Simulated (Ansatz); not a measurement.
**InAgTe2: Li interstitial (started 2.81 Å from the nearest host atom), symmetric start**

Base system: an 8-atom supercell of InAgTe₂ in the chalcopyrite structure (space group I-42d, No. 122; a = 6.5688 Å, c = 13.0031 Å) at its relaxed geometry.

One thing is altered: one Li atom is added in an open site, starting 2.81 Å from the nearest host atom, atoms relaxed at fixed cell.

Calculations: PBE in Ansatz (plane waves to 420 eV, PAW, no SOC). Γ-centred 5×5×5 mesh, Fermi–Dirac width 0.05 eV.

The pressure goes from zero to 2.6 GPa and the largest displacement of a host atom from its site in the perfect cell amounts to 0.10 Å. The final site of the added atom comes out as 4 Te at 2.78–2.86 Å (tetrahedral).

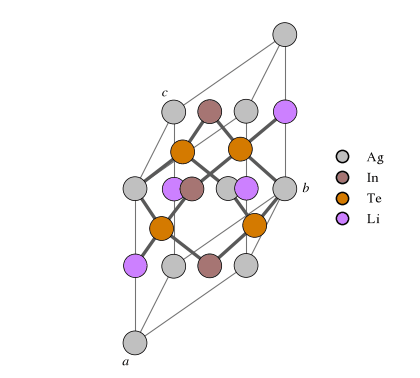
Figure. The relaxed cell after the change

In so small a cell the defect repeats every few ångströms: this is an ordered compound, not a dilute defect. A case with no gap was solved on a k-mesh chosen for an insulator, which is coarse for it. The defect started on the symmetric site and kept its symmetry, so it may sit on a saddle. The final runs are not spin-polarised. The defect cell is not spin-polarised.

Ansatz is an electronic-structure program.
